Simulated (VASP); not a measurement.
Band structure of GaN (zinc blende). Level of theory: modified Becke-Johnson potential (mBJ) with spin-orbit coupling, VASP's PBE PAW potentials (set 64) (plane waves; VASP).

mBJ is a potential without an energy functional, so only the levels count.

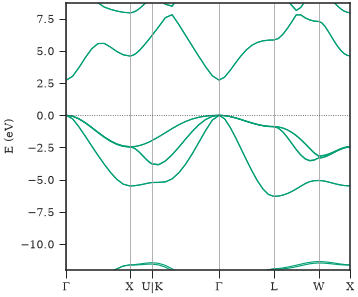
*Bands along high-symmetry lines, zero at the valence-band maximum or, without a gap, the Fermi level*

**Question.** Read the plot: is there a gap, and where are the band edges?

**Answer.** The gap is direct, 2.73 eV, from the valence maximum at Γ to the conduction minimum at Γ.

The compound is GaN in the zinc blende structure, a metastable form; wurtzite is the usual one. It was relaxed first. The cell's shape comes from a PBE relaxation.
